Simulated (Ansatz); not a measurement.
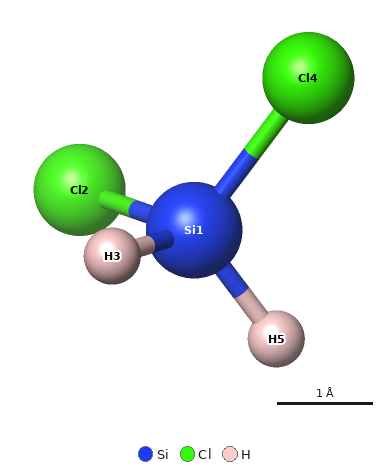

Figure 1. The structure as given in the input (ball-and-stick view, seen at a tilt; atoms are numbered from 1 in the order of the input). Bond lengths as drawn: Cl–Si 2.05 Å and H–Si 1.48 Å.

SiH2Cl2: molecular dynamics

- system: SiH2Cl2
- method: RKS PBE0/6-31G* (Ansatz 0.2.0)

One setting was made poor on purpose. It belongs to a series of runs on one base structure; here: dynamics from the start. Figures and captions count atoms from 1; the log counts them from 0 in places.

## Input
```yaml
crystal:
  periodic: [false, false, false]
  atoms:
    - { symbol: Si, position_ang: [-0.005624, 0.010284, 0.008779] }
    - { symbol: Cl, position_ang: [0.004816, -0.00817, 2.059806] }
    - { symbol: H, position_ang: [1.394724, 0.048856, -0.462514] }
    - { symbol: Cl, position_ang: [-0.968835, 1.678823, -0.695036] }
    - { symbol: H, position_ang: [-0.739181, -1.183092, -0.462736] }
basis:
  gaussian: { orbitals: "6-31G*" }
hamiltonian:
  xc: pbe0
md:
  timestep: 3.0
  n_steps: 40
  ensemble: nve
  temperature: 3000.0
  initial_velocities: maxwell_boltzmann
  seed: 868147
```

Run on 1 thread of Arm Neoverse V1, 24 GiB of memory available, shared host.

Command:
```bash
ansatz run input.yaml --threads 1 --pin off --max-ram 2048MiB --backend cpu --events-out ev --progress --plain --runs-dir out
```

## Output
```
Engine: ansatz 0.2.0, aarch64-unknown-linux-gnu
Functional definition: PBE0
  parameter a = 0.25
  parameter kappa = 0.804
  parameter beta = 0.06672455060314922
  exchange = (1 - a)*pbe_x(kappa = kappa, mu = beta*pi^2/3) + a*exact_x
  correlation = pbe_c(beta = beta)
620 factors; integrals over basis functions are off by at most 5.3e-4 eV
mean field evaluation 1: about -32944.6303 eV, gradient 1.1e1 eV
mean field evaluation 2: about -32944.7051 eV, gradient 1.0e1 eV
mean field evaluation 4: about -32944.9895 eV, gradient 3.3e-1 eV
mean field evaluation 8: about -32945.0049 eV, gradient 1.9e-3 eV
mean field -32945.00492642 eV, -1210.7066001195 hartree, gradient 3.0e-5 eV, S^2 0.000000; 0 other end points of the search recorded, 0 dependent functions left out
the calculation of the forces begins
reference -32945.00494851 eV, -1210.7066009313 hartree; 25, 25 occupied and 36, 36 virtual orbitals, 620 factors
md step     0: t =     0.00 fs  T =  3000.0 K  F+E_penalty+E_count = -32945.00492642 eV  E_kin = 1.163340 eV  conserved = -32943.84158643 eV  (23 SCF iters)
these checks for a lower state are left out or cut short: starts, cluster_reference, orbital_swaps, neighbouring_geometries, increment
620 factors; integrals over basis functions are off by at most 5.8e-4 eV
mean field evaluation 16: about -32944.7079 eV, gradient 1.0e-1 eV
mean field -32944.70792390 eV, -1210.6956854781 hartree, gradient 8.9e-6 eV, S^2 0.000000; 0 other end points of the search recorded, 0 dependent functions left out
[... from here on the field's lines of each further geometry are left out, up to the last ...]
md step     1: t =     3.00 fs  T =  2407.3 K  F+E_penalty+E_count = -32944.70792390 eV  E_kin = 0.933486 eV  conserved = -32943.77443751 eV  (26 SCF iters)
md step     2: t =     6.00 fs  T =  1779.6 K  F+E_penalty+E_count = -32944.46471389 eV  E_kin = 0.690091 eV  conserved = -32943.77462323 eV  (27 SCF iters)
md step     3: t =     9.00 fs  T =  1197.0 K  F+E_penalty+E_count = -32944.28273425 eV  E_kin = 0.464189 eV  conserved = -32943.81854509 eV  (26 SCF iters)
md step     4: t =    12.00 fs  T =   755.7 K  F+E_penalty+E_count = -32943.98933683 eV  E_kin = 0.293030 eV  conserved = -32943.69630704 eV  (27 SCF iters)
md step     5: t =    15.00 fs  T =  1426.2 K  F+E_penalty+E_count = -32944.29831294 eV  E_kin = 0.553070 eV  conserved = -32943.74524259 eV  (26 SCF iters)
md step     6: t =    18.00 fs  T =  1583.8 K  F+E_penalty+E_count = -32944.32024162 eV  E_kin = 0.614178 eV  conserved = -32943.70606321 eV  (26 SCF iters)
md step     7: t =    21.00 fs  T =  2350.5 K  F+E_penalty+E_count = -32944.66521818 eV  E_kin = 0.911462 eV  conserved = -32943.75375585 eV  (26 SCF iters)
md step     8: t =    24.00 fs  T =  2144.5 K  F+E_penalty+E_count = -32944.55600282 eV  E_kin = 0.831602 eV  conserved = -32943.72440101 eV  (25 SCF iters)
md step     9: t =    27.00 fs  T =  1991.9 K  F+E_penalty+E_count = -32944.60284418 eV  E_kin = 0.772422 eV  conserved = -32943.83042181 eV  (27 SCF iters)
md step    10: t =    30.00 fs  T =  1441.5 K  F+E_penalty+E_count = -32944.32710616 eV  E_kin = 0.558996 eV  conserved = -32943.76811048 eV  (27 SCF iters)
md step    11: t =    33.00 fs  T =  1061.7 K  F+E_penalty+E_count = -32944.17723553 eV  E_kin = 0.411716 eV  conserved = -32943.76551931 eV  (27 SCF iters)
md step    12: t =    36.00 fs  T =   961.1 K  F+E_penalty+E_count = -32944.20141320 eV  E_kin = 0.372695 eV  conserved = -32943.82871833 eV  (28 SCF iters)
md step    13: t =    39.00 fs  T =   408.1 K  F+E_penalty+E_count = -32943.85346019 eV  E_kin = 0.158268 eV  conserved = -32943.69519226 eV  (27 SCF iters)
md step    14: t =    42.00 fs  T =   489.8 K  F+E_penalty+E_count = -32943.93541208 eV  E_kin = 0.189920 eV  conserved = -32943.74549216 eV  (28 SCF iters)
md step    15: t =    45.00 fs  T =   149.0 K  F+E_penalty+E_count = -32943.75550956 eV  E_kin = 0.057768 eV  conserved = -32943.69774138 eV  (27 SCF iters)
md step    16: t =    48.00 fs  T =   823.8 K  F+E_penalty+E_count = -32944.05446973 eV  E_kin = 0.319453 eV  conserved = -32943.73501627 eV  (27 SCF iters)
md step    17: t =    51.00 fs  T =  1201.7 K  F+E_penalty+E_count = -32944.20803757 eV  E_kin = 0.465993 eV  conserved = -32943.74204423 eV  (24 SCF iters)
md step    18: t =    54.00 fs  T =  1709.8 K  F+E_penalty+E_count = -32944.47888912 eV  E_kin = 0.663045 eV  conserved = -32943.81584380 eV  (26 SCF iters)
md step    19: t =    57.00 fs  T =  1824.3 K  F+E_penalty+E_count = -32944.46953725 eV  E_kin = 0.707422 eV  conserved = -32943.76211566 eV  (26 SCF iters)
md step    20: t =    60.00 fs  T =  1829.9 K  F+E_penalty+E_count = -32944.45973219 eV  E_kin = 0.709592 eV  conserved = -32943.75013982 eV  (26 SCF iters)
md step    21: t =    63.00 fs  T =  2145.7 K  F+E_penalty+E_count = -32944.65266561 eV  E_kin = 0.832047 eV  conserved = -32943.82061825 eV  (27 SCF iters)
md step    22: t =    66.00 fs  T =  1838.2 K  F+E_penalty+E_count = -32944.37924160 eV  E_kin = 0.712828 eV  conserved = -32943.66641399 eV  (26 SCF iters)
md step    23: t =    69.00 fs  T =  1987.5 K  F+E_penalty+E_count = -32944.50709681 eV  E_kin = 0.770732 eV  conserved = -32943.73636511 eV  (25 SCF iters)
md step    24: t =    72.00 fs  T =  1183.1 K  F+E_penalty+E_count = -32944.13208237 eV  E_kin = 0.458781 eV  conserved = -32943.67330155 eV  (26 SCF iters)
md step    25: t =    75.00 fs  T =  1434.0 K  F+E_penalty+E_count = -32944.25913656 eV  E_kin = 0.556090 eV  conserved = -32943.70304691 eV  (26 SCF iters)
md step    26: t =    78.00 fs  T =  1555.0 K  F+E_penalty+E_count = -32944.33315906 eV  E_kin = 0.603012 eV  conserved = -32943.73014707 eV  (26 SCF iters)
md step    27: t =    81.00 fs  T =  2179.3 K  F+E_penalty+E_count = -32944.64040081 eV  E_kin = 0.845099 eV  conserved = -32943.79530217 eV  (26 SCF iters)
md step    28: t =    84.00 fs  T =  2562.1 K  F+E_penalty+E_count = -32944.74373692 eV  E_kin = 0.993526 eV  conserved = -32943.75021056 eV  (27 SCF iters)
md step    29: t =    87.00 fs  T =  2301.7 K  F+E_penalty+E_count = -32944.61132700 eV  E_kin = 0.892538 eV  conserved = -32943.71878919 eV  (25 SCF iters)
md step    30: t =    90.00 fs  T =  2426.1 K  F+E_penalty+E_count = -32944.73088891 eV  E_kin = 0.940777 eV  conserved = -32943.79011165 eV  (27 SCF iters)
md step    31: t =    93.00 fs  T =  1659.6 K  F+E_penalty+E_count = -32944.25121957 eV  E_kin = 0.643565 eV  conserved = -32943.60765505 eV  (27 SCF iters)
md step    32: t =    96.00 fs  T =  1841.6 K  F+E_penalty+E_count = -32944.44398788 eV  E_kin = 0.714119 eV  conserved = -32943.72986920 eV  (26 SCF iters)
md step    33: t =    99.00 fs  T =  1222.9 K  F+E_penalty+E_count = -32944.14406081 eV  E_kin = 0.474227 eV  conserved = -32943.66983397 eV  (26 SCF iters)
md step    34: t =   102.00 fs  T =  1440.2 K  F+E_penalty+E_count = -32944.26323067 eV  E_kin = 0.558490 eV  conserved = -32943.70474032 eV  (27 SCF iters)
md step    35: t =   105.00 fs  T =  1171.9 K  F+E_penalty+E_count = -32944.17700668 eV  E_kin = 0.454435 eV  conserved = -32943.72257176 eV  (27 SCF iters)
md step    36: t =   108.00 fs  T =  1008.6 K  F+E_penalty+E_count = -32944.17815756 eV  E_kin = 0.391134 eV  conserved = -32943.78702386 eV  (24 SCF iters)
md step    37: t =   111.00 fs  T =   760.7 K  F+E_penalty+E_count = -32944.03283210 eV  E_kin = 0.294992 eV  conserved = -32943.73784038 eV  (27 SCF iters)
md step    38: t =   114.00 fs  T =   595.6 K  F+E_penalty+E_count = -32943.94623363 eV  E_kin = 0.230960 eV  conserved = -32943.71527365 eV  (28 SCF iters)
md step    39: t =   117.00 fs  T =  1169.4 K  F+E_penalty+E_count = -32944.24257988 eV  E_kin = 0.453484 eV  conserved = -32943.78909570 eV  (28 SCF iters)
the calculation of the forces begins
reference -32944.14780269 eV, -1210.6751014033 hartree; 25, 25 occupied and 36, 36 virtual orbitals, 620 factors
620 factors; integrals over basis functions are off by at most 5.0e-4 eV
mean field -32944.14778013 eV, -1210.6751005745 hartree, gradient 8.4e-6 eV, S^2 0.000000; 1 other end points of the search recorded, 0 dependent functions left out
the calculation of the forces begins
reference -32944.14780269 eV, -1210.6751014033 hartree; 25, 25 occupied and 36, 36 virtual orbitals, 620 factors
md step    40: t =   120.00 fs  T =  1321.5 K  F+E_penalty+E_count = -32944.14778013 eV  E_kin = 0.512447 eV  conserved = -32943.63533353 eV  (24 SCF iters)
```

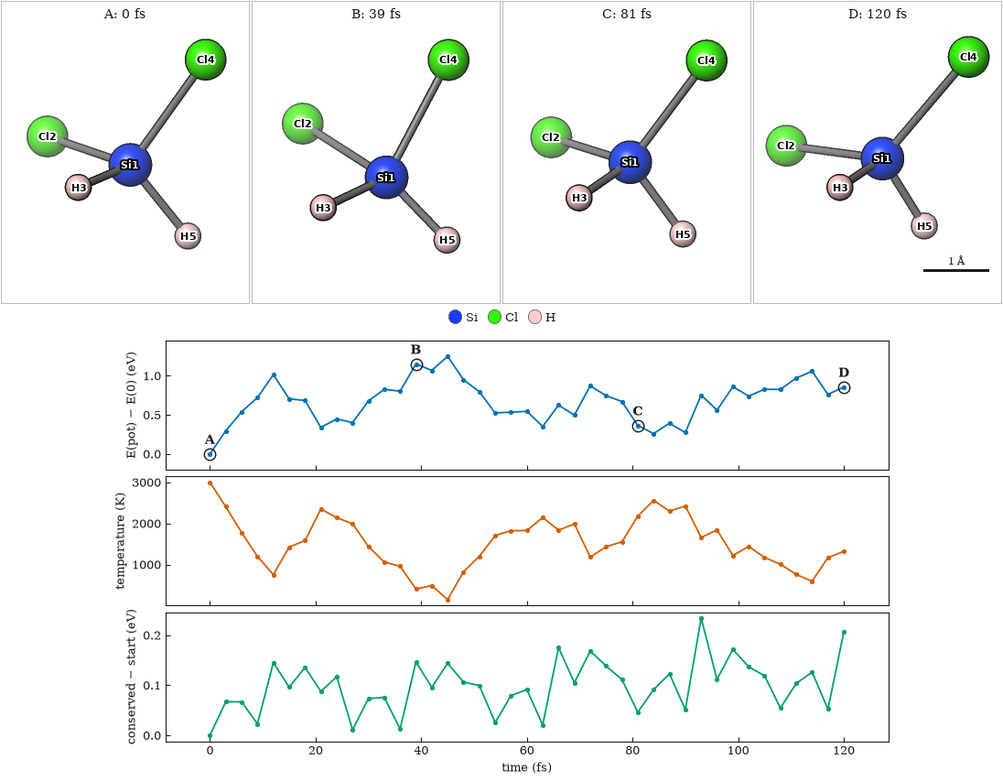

Figure 2. Frames of the molecular dynamics (ball-and-stick, seen at a tilt) above the curves, on which the letters mark them. The trajectory kept here has 41 frames over 120 fs. The temperature starts at 3000 K, ranges from 149 to 3000 K and averages 1602 K over the second half. The potential energy ends 0.857 eV above its first value. The conserved quantity stays within 0.23 eV. After an unweighted best fit of the last frame on the first, the root-mean-square displacement is 0.22 Å.

```
Total energy: -32944.14780269 eV, -1210.6751014033 hartree
Atom 0 at    -0.053999     0.099165     0.049476 Å, force     1.118897     3.435894     1.901165 eV/Å
Atom 1 at     0.095545    -0.169866     2.255825 Å, force    -0.140229     0.845511    -2.130092 eV/Å
Atom 2 at     1.264619     0.044523    -0.550550 Å, force     0.686267     0.310031     0.050812 eV/Å
Atom 3 at    -1.019884     1.766673    -0.928417 Å, force     0.657694    -1.327916     1.207353 eV/Å
Atom 4 at    -0.656730    -1.058124    -0.194633 Å, force    -2.322629    -3.263520    -1.029237 eV/Å
Dipole moment:     0.101297    -0.189234    -0.286993 e Å
```

## Trajectory as extended XYZ (Å, eV, eV/Å), 18 of the 41 frames kept, from step=0 to step=40
```
5
Properties=species:S:1:pos:R:3:forces:R:3 step=0 time_fs=0.0 energy=-32945.00493 temperature=3000.0
Si   -0.0056    0.0103    0.0088   -0.0009   0.0016   0.0014
Cl    0.0048   -0.0082    2.0598   -0.0004   0.0007  -0.0015
H     1.3947    0.0489   -0.4625    0.0013  -0.0001  -0.0006
Cl   -0.9688    1.6788   -0.6950    0.0006  -0.0010   0.0012
H    -0.7392   -1.1831   -0.4627   -0.0006  -0.0012  -0.0006
5
Properties=species:S:1:pos:R:3:forces:R:3 step=2 time_fs=6.0 energy=-32944.46471 temperature=1779.6
Si    0.0034    0.0108    0.0617   -0.2711  -2.6206  -3.9553
Cl   -0.0169    0.0184    1.9725    0.2609   0.2359   3.6242
H     1.3253   -0.0857   -0.6212    0.0423   0.4378   0.3915
Cl   -0.9565    1.6633   -0.6499   -0.2066   0.0316  -0.2037
H    -0.5930   -1.4499   -0.2961    0.1746   1.9153   0.1433
5
Properties=species:S:1:pos:R:3:forces:R:3 step=5 time_fs=15.0 energy=-32944.29831 temperature=1426.2
Si    0.0207   -0.0210    0.0496   -0.3975  -2.2148  -4.5637
Cl   -0.0442    0.0635    1.9162    0.3910   0.3237   5.4922
H     1.3184   -0.0130   -0.6411    0.3424   0.1085   0.1770
Cl   -0.9425    1.6411   -0.5870   -0.5293   0.3942  -0.6699
H    -0.5985   -1.4455   -0.1705    0.1934   1.3883  -0.4356
5
Properties=species:S:1:pos:R:3:forces:R:3 step=7 time_fs=21.0 energy=-32944.66522 temperature=2350.5
Si    0.0354   -0.0576   -0.0261   -0.3891  -1.1193  -1.1085
Cl   -0.0578    0.0975    1.9443    0.3880  -0.3075   2.0347
H     1.4284    0.1177   -0.5529   -0.3342  -0.4328   0.1084
Cl   -0.9391    1.6304   -0.5526   -0.5735   0.6133  -0.9310
H    -0.7608   -1.3755   -0.3468    0.9088   1.2463  -0.1035
5
Properties=species:S:1:pos:R:3:forces:R:3 step=9 time_fs=27.0 energy=-32944.60284 temperature=1991.9
Si    0.0506   -0.0990   -0.1130   -0.3108   1.7433   2.1063
Cl   -0.0676    0.1285    1.9930    0.3270  -0.9560  -0.5700
H     1.4598    0.1099   -0.4400    0.2879  -0.4777  -0.3489
Cl   -0.9411    1.6255   -0.5271   -0.3034   0.6400  -0.9573
H    -0.7992   -1.1316   -0.6461   -0.0007  -0.9496  -0.2300
5
Properties=species:S:1:pos:R:3:forces:R:3 step=12 time_fs=36.0 energy=-32944.20141 temperature=961.1
Si    0.0628   -0.1294   -0.2024    0.3005   1.5250   2.6496
Cl   -0.0762    0.1570    2.0533    0.3005  -1.2431  -2.0047
H     1.5483   -0.1735   -0.4522   -0.5622   0.1422  -0.0293
Cl   -0.9485    1.6287   -0.5063    0.1793   0.1746  -0.8930
H    -0.6622   -1.1168   -0.9973   -0.2181  -0.5987   0.2774
5
Properties=species:S:1:pos:R:3:forces:R:3 step=14 time_fs=42.0 energy=-32943.93541 temperature=489.8
Si    0.0675   -0.1291   -0.2228   -1.1166  -0.1054   2.0038
Cl   -0.0783    0.1612    2.0706    0.3378  -1.2101  -2.2523
H     1.4816   -0.3393   -0.5035    0.5849   0.6142   0.0302
Cl   -0.9519    1.6336   -0.5034    0.3173  -0.1296  -0.9349
H    -0.5357   -1.2754   -1.0880   -0.1234   0.8308   1.1532
5
Properties=species:S:1:pos:R:3:forces:R:3 step=16 time_fs=48.0 energy=-32944.05447 temperature=823.8
Si    0.0659   -0.1224   -0.2126   -0.3492  -0.6073   1.9282
Cl   -0.0770    0.1535    2.0661    0.3791  -1.1165  -2.2083
H     1.5297   -0.2988   -0.5364   -0.4497   0.6401   0.1513
Cl   -0.9524    1.6374   -0.5097    0.2727  -0.1912  -0.9493
H    -0.5697   -1.3650   -0.9592    0.1472   1.2748   1.0781
5
Properties=species:S:1:pos:R:3:forces:R:3 step=19 time_fs=57.0 energy=-32944.46954 temperature=1824.3
Si    0.0621   -0.0988   -0.1386   -1.9219  -0.3066   2.2825
Cl   -0.0679    0.1221    2.0204    0.5330  -0.7382  -1.2017
H     1.4607    0.0752   -0.5525    0.1109  -0.3905  -0.2263
Cl   -0.9486    1.6398   -0.5365   -0.0838   0.0247  -0.8871
H    -0.8454   -1.3813   -0.4556    1.3617   1.4106   0.0326
5
Properties=species:S:1:pos:R:3:forces:R:3 step=21 time_fs=63.0 energy=-32944.65267 temperature=2145.7
Si    0.0445   -0.0716   -0.0495   -0.1120   1.1612   0.3670
Cl   -0.0556    0.0916    1.9742    0.5855  -0.2820   0.8805
H     1.4084    0.2120   -0.6255   -0.3660  -0.8005   0.2131
Cl   -0.9466    1.6413   -0.5653   -0.3974   0.2507  -0.7288
H    -0.8075   -1.2529   -0.2296    0.2899  -0.3293  -0.7319
5
Properties=species:S:1:pos:R:3:forces:R:3 step=24 time_fs=72.0 energy=-32944.13208 temperature=1183.1
Si    0.0147   -0.0030    0.0782   -0.9245  -2.6866  -6.3421
Cl   -0.0270    0.0419    1.9330    0.3192   0.1384   5.7011
H     1.3157   -0.0006   -0.6561    0.0084   0.0404   0.5239
Cl   -0.9508    1.6482   -0.6209   -0.3455   0.3072  -0.3292
H    -0.7418   -1.4447   -0.3500    0.9423   2.2005   0.4463
5
Properties=species:S:1:pos:R:3:forces:R:3 step=26 time_fs=78.0 energy=-32944.33316 temperature=1555.0
Si   -0.0135    0.0211    0.0862    1.7727   1.2389  -3.9419
Cl   -0.0035    0.0100    1.9661    0.0846   0.0695   4.7034
H     1.3378   -0.1594   -0.5188    0.1803   0.6937   0.3013
Cl   -0.9582    1.6566   -0.6627   -0.1626   0.3459  -0.1830
H    -0.5465   -1.1322   -0.4066   -1.8749  -2.3480  -0.8798
5
Properties=species:S:1:pos:R:3:forces:R:3 step=28 time_fs=84.0 energy=-32944.74374 temperature=2562.1
Si   -0.0272    0.0466    0.0423   -0.1827  -2.4554  -1.5588
Cl    0.0206   -0.0212    2.0438   -0.3332   0.0405   1.0551
H     1.4122   -0.1075   -0.2835   -0.0944   0.4374  -0.3345
Cl   -0.9672    1.6685   -0.7063   -0.0724   0.5523  -0.1140
H    -0.7691   -1.2196   -0.6142    0.6827   1.4252   0.9522
5
Properties=species:S:1:pos:R:3:forces:R:3 step=31 time_fs=93.0 energy=-32944.25122 temperature=1659.6
Si   -0.0434    0.0466   -0.0437    2.4038   3.5196   4.1617
Cl    0.0503   -0.0671    2.1736   -0.4863   0.0592  -1.9193
H     1.3978    0.1924   -0.1806    0.3646  -0.2646  -0.7180
Cl   -0.9820    1.6966   -0.7736   -0.0344   0.4734   0.0393
H    -0.8288   -0.8890   -0.5240   -2.2477  -3.7875  -1.5637
5
Properties=species:S:1:pos:R:3:forces:R:3 step=33 time_fs=99.0 energy=-32944.14406 temperature=1222.9
Si   -0.0413    0.0596   -0.0615   -1.1008  -1.1600   1.6456
Cl    0.0643   -0.0969    2.2403   -0.2977   0.2235  -2.7197
H     1.4007    0.3179   -0.3906   -0.4302  -0.5982  -0.0799
Cl   -0.9923    1.7210   -0.8181    0.0030  -0.0923   0.3260
H    -1.0169   -1.1886   -0.5951    1.8257   1.6270   0.8280
5
Properties=species:S:1:pos:R:3:forces:R:3 step=35 time_fs=105.0 energy=-32944.17701 temperature=1171.9
Si   -0.0507    0.0627   -0.0573    1.7122   3.0188   2.6510
Cl    0.0753   -0.1244    2.2806   -0.1974   0.4149  -3.0049
H     1.3136    0.2549   -0.6304   -0.0965  -0.3074   0.4544
Cl   -1.0026    1.7445   -0.8593    0.0812  -0.6728   0.6612
H    -0.6951   -1.0706   -0.4401   -1.4995  -2.4536  -0.7618
5
Properties=species:S:1:pos:R:3:forces:R:3 step=38 time_fs=114.0 energy=-32943.94623 temperature=595.6
Si   -0.0520    0.0959   -0.0016    0.0280  -2.1742   0.3825
Cl    0.0884   -0.1571    2.2864   -0.1287   0.7832  -2.7883
H     1.2776    0.0415   -0.7581   -0.4494   0.4051   0.9478
Cl   -1.0157    1.7663   -0.9082    0.4191  -1.2115   1.0587
H    -0.6230   -1.3996   -0.3469    0.1309   2.1973   0.3992
5
Properties=species:S:1:pos:R:3:forces:R:3 step=40 time_fs=120.0 energy=-32944.14778 temperature=1321.5
Si   -0.0540    0.0992    0.0495    1.1189   3.4359   1.9012
Cl    0.0955   -0.1699    2.2558   -0.1402   0.8455  -2.1301
H     1.2646    0.0445   -0.5506    0.6863   0.3100   0.0508
Cl   -1.0199    1.7667   -0.9284    0.6577  -1.3279   1.2074
H    -0.6567   -1.0581   -0.1946   -2.3226  -3.2635  -1.0292
```

## Key numbers

- outcome: finished
- mean temperature over the second half: 1602 K
- trajectory: 40 steps, 120 fs
- ensemble: nve
- temperature in the input: 3000.0 K
- time step: 3.0 fs
- potential energy (last step): −32944.1478 eV
- mean-field energy (last step): −32944.1478 eV
- largest force (length of the vector) (last step): 4.136 eV/Å
- wall time: 85 s
- peak memory: 0.11 GiB

## Notes

A deliberately poor setting: time step. So short a trajectory is not equilibrated.
